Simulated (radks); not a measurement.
**Run report: Al⁴⁺, atomic calculation**

- system: the Al⁴⁺ ion in the configuration [He] 2s1.75 2p5.25 (2s: 1 up, 0.75 down, 2p: 3 up, 2.25 down).
- method: scalar-relativistic Kohn-Sham, BP86, spin-polarised, spherical densities, point nucleus (the in-house radial solver radks)

**The input**
```
Z 13
configuration [He] 2s1.75 2p5.25
relativity scalar-relativistic
functional b88,p86
spin polarised
nucleus point
c 137.035999084
```

Energies in input and log are in hartree, lengths in bohr.

**Output**
```
1s      1   1.0000         -58.49196029
2s      1   1.0000          -6.52768193
2p      1   3.0000          -5.14311506
1s      2   1.0000         -58.43804741
2s      2   0.7500          -6.41993101
2p      2   2.2500          -5.03068845
Etot -236.10356172212636
Ekin 236.65297746818277
Encl -541.8771637390959
Eh 85.87827648585227
Exc -16.75765193706552
err 1.4082292599511068e-09
it 14
```

**Orbitals**

```
orbital  occupation  energy (eV)  ⟨r⟩ (bohr)  outer maximum (bohr)
  1s up           1      −1591.6      0.1201                0.0783
1s down           1      −1590.2      0.1200                0.0783
  2s up           1     −177.627      0.6023                 0.487
2s down        0.75     −174.695      0.6053                 0.489
  2p up           3     −139.951      0.5642                 0.415
2p down        2.25     −136.892      0.5685                 0.417
```

**Slater integrals of the outer shells (hartree)**

| integral | value |
| --- | --- |
| F0(2p,2p) | 1.6264 |
| F2(2p,2p) | 0.7511 |
| F0(2p,2s) | 1.5530 |
| G1(2p,2s) | 0.9279 |
| F0(2p,1s) | 2.2811 |
| G1(2p,1s) | 0.3124 |
| F0(2s,2s) | 1.5048 |
| F0(2s,1s) | 2.1246 |
| G0(2s,1s) | 0.1732 |
| F0(1s,1s) | 7.8390 |

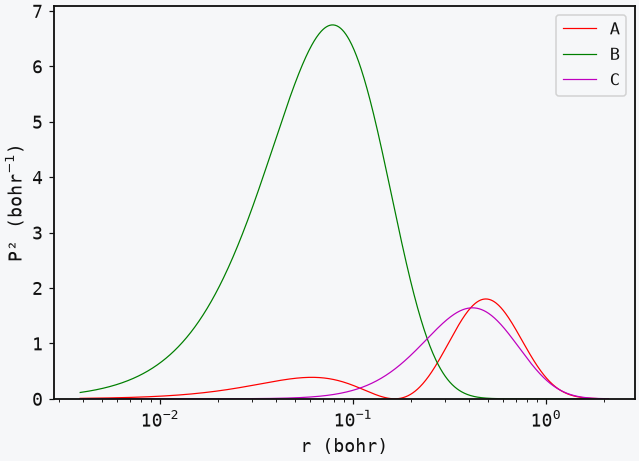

Fig. 1: The radial probability densities P² of 2p up, 1s up and 2s up. A is 2s up; B is 1s up; C is 2p up. 1s up: outer maximum at 0.0783 bohr, ⟨r⟩ = 0.120 bohr, 0 nodes, eigenvalue −1592 eV; 2p up: outer maximum at 0.415 bohr, ⟨r⟩ = 0.564 bohr, 0 nodes, eigenvalue −140.0 eV; 2s up: outer maximum at 0.487 bohr, ⟨r⟩ = 0.602 bohr, 1 node, eigenvalue −177.6 eV.

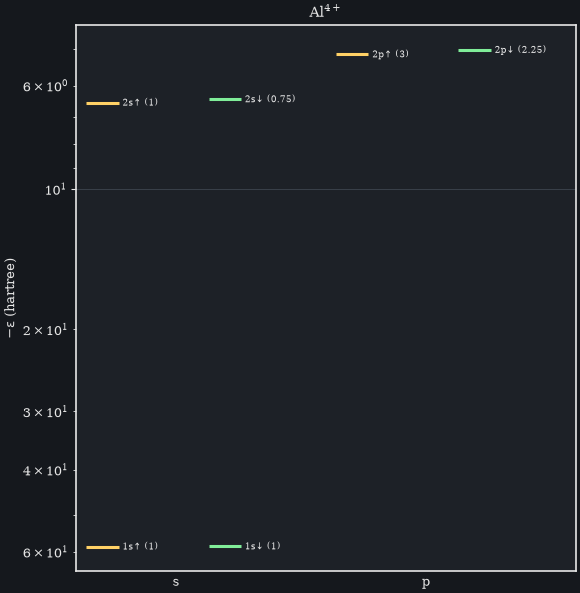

Fig. 2: All occupied levels, on a logarithmic scale of binding energy, are drawn by angular momentum (occupations in brackets, up spins at the left of each column and down spins at the right). The highest occupied level is 2p down at −5.03 hartree. The highest 4 occupied levels, from the top down, are 2p down (−5.03 hartree), 2p up (−5.14 hartree), 2s down (−6.42 hartree), 2s up (−6.53 hartree). The largest exchange splitting (down less up) among the shells drawn in both spins is that of 2p, 0.112 hartree.

**Summary**

| quantity | value |
| --- | --- |
| outcome | converged |
| total energy | −236.103562 hartree |
| kinetic energy | 236.652977 hartree |
| electron–nucleus energy | −541.877164 hartree |
| Hartree energy | 85.878276 hartree |
| exchange–correlation energy | −16.757652 hartree |
| radius at density 0.001 e/bohr³ | 1.84 bohr |
| SCF iterations | 14 |
| hardware | 1 CPU thread, shared host |
